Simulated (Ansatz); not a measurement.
## Two runs on C$_{2}$H$_{4}$Ge

System: C$_{2}$H$_{4}$Ge, SMILES C#[C][GeH3].
Method of the first run: RKS SPW92/def2-TZVPP (Ansatz 0.2.0).

The geometry comes from this level: PBE0-D4/def2-TZVP. Text and figures count atoms from 1; the logs count them from 0 in places.

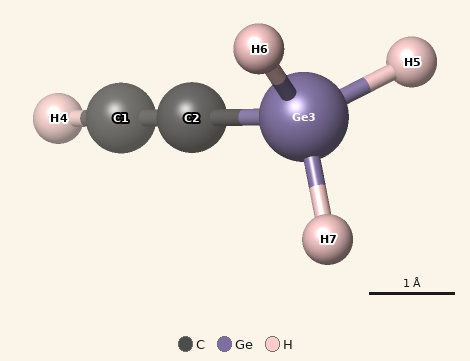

Fig. 1: The input geometry (ball-and-stick view, seen at a tilt; atoms are numbered from 1 in the order of the input). Sticks mark near contacts. Bond lengths as drawn: C–C 1.20 Å, C–Ge 1.90 Å, C–H 1.07 Å and Ge–H 1.53 Å.

The input, the first run:
```yaml
crystal:
  periodic: [false, false, false]
  atoms:
    - {symbol: C, position_ang: [-0.810403, -1.833472, 0.129138]}
    - {symbol: C, position_ang: [-0.318150, -0.736746, 0.047684]}
    - {symbol: Ge, position_ang: [0.458413, 0.991597, -0.081022]}
    - {symbol: H, position_ang: [-1.245795, -2.803657, 0.201245]}
    - {symbol: H, position_ang: [0.128427, 1.576341, -1.459131]}
    - {symbol: H, position_ang: [-0.127427, 1.876385, 1.025300]}
    - {symbol: H, position_ang: [1.976136, 0.861451, 0.090987]}
basis:
  gaussian: {orbitals: def2-TZVPP}
hamiltonian: {xc: lda}
output: {orbitals: {seedname: orbitals}}
```

Hardware: 2 CPU threads, shared host.

Output (the first run):
```
Functional definition: SPW92
  exchange = slater_x
  correlation = pw_c
954 factors; their error is unknown
mean field evaluation 1: about -58541.4521 eV, gradient 6.2e1 eV
mean field evaluation 2: about -58522.7260 eV, gradient 1.0e2 eV
mean field evaluation 4: about -58548.3738 eV, gradient 2.2e1 eV
mean field evaluation 8: about -58549.5758 eV, gradient 1.7e-1 eV
mean field evaluation 16: about -58549.5588 eV, gradient 1.1e-4 eV
mean field -58549.55879772 eV, -2151.6565995000 hartree, gradient 1.9e-5 eV, S^2 0.000000; 0 other end points of the search recorded, 0 dependent functions left out
reference -58549.55883430 eV, -2151.6566008443 hartree; 24, 24 occupied and 142, 142 virtual orbitals, 954 factors
Total energy: -58549.55883430 eV, -2151.6566008443 hartree
```

For the second run the input was changed thus:
```diff
-hamiltonian: {xc: lda}
+hamiltonian: {xc: {name: BLYP}, dispersion: d4}
```

How does the second run compare with the first run?

The total energies belong to different models, so their difference says nothing on which is more stable or more accurate. The HOMO goes from −7.11 to −6.80 eV. The LUMO goes from −0.94 to −0.61 eV.

Output (the second run):
```
Functional definition: BLYP
  parameter beta = 0.0042
  parameter a = 0.04918
  parameter b = 0.132
  parameter c = 0.2533
  parameter d = 0.349
  exchange = b88_x(beta = beta)
  correlation = lyp_c(a = a, b = b, c = c, d = d)
954 factors; their error is unknown
mean field evaluation 1: about -58648.2272 eV, gradient 6.2e1 eV
mean field evaluation 2: about -58628.1406 eV, gradient 1.1e2 eV
mean field evaluation 4: about -58655.5291 eV, gradient 2.1e1 eV
mean field evaluation 8: about -58656.6571 eV, gradient 2.0e-1 eV
mean field evaluation 16: about -58656.6393 eV, gradient 9.9e-5 eV
mean field -58656.63928945 eV, -2155.5917349891 hartree, gradient 1.0e-5 eV, S^2 0.000000; 0 other end points of the search recorded, 0 dependent functions left out
reference -58656.63962900 eV, -2155.5917474673 hartree; 24, 24 occupied and 142, 142 virtual orbitals, 954 factors
Total energy: -58656.88125535 eV, -2155.6006270719 hartree
```

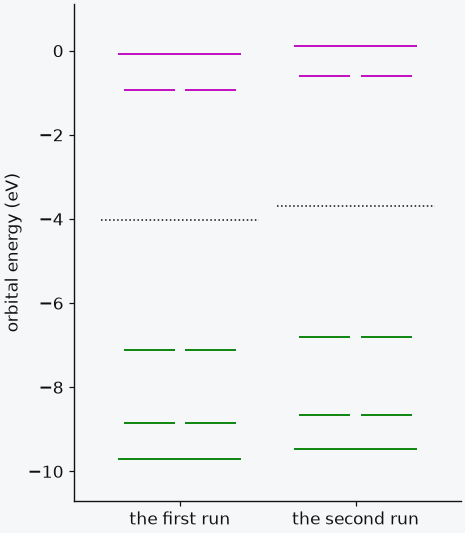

Fig. 2: The five highest filled and three lowest empty orbital energies of the two runs; the dotted lines part filled from empty levels. The HOMO–LUMO gap is 6.17 eV in the first run and 6.19 eV in the second run.

The two runs side by side:

```csv
quantity,the first run,the second run
outcome,converged,converged
total energy (hartree),−2151.656601,−2155.600627
HOMO (eV),−7.11,−6.80
LUMO (eV),−0.94,−0.61
basis functions,166,166
wall time (shared host),0.8 s,1.3 s
```
